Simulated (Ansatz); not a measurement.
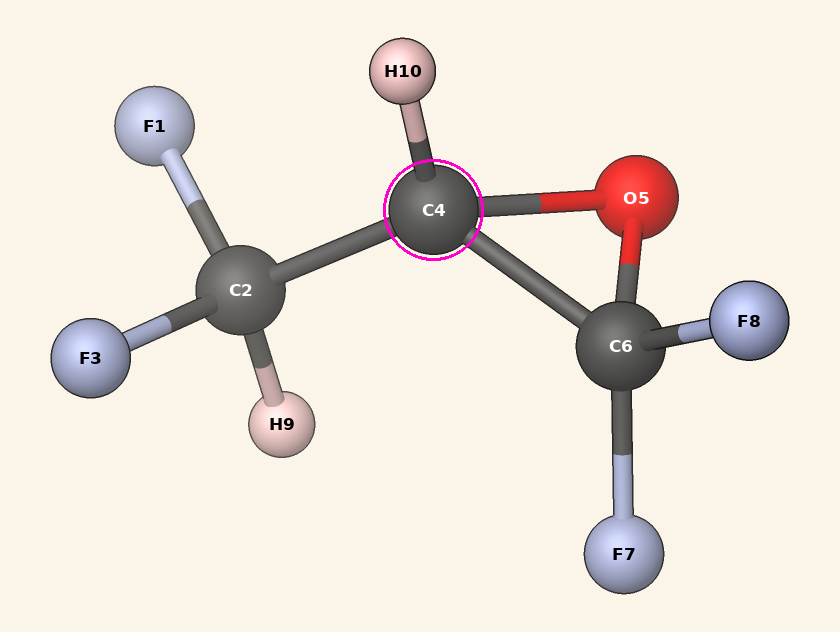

Distant atoms are faded towards the background colour. Circles mark the stereogenic atoms. The computed structure is the end point of a PBE-D4/def2-SVP optimisation. No frequency run is at hand to confirm it as a minimum.

Assign CIP descriptors.

C4: S (priorities O5 > C6 > C2 > H10).
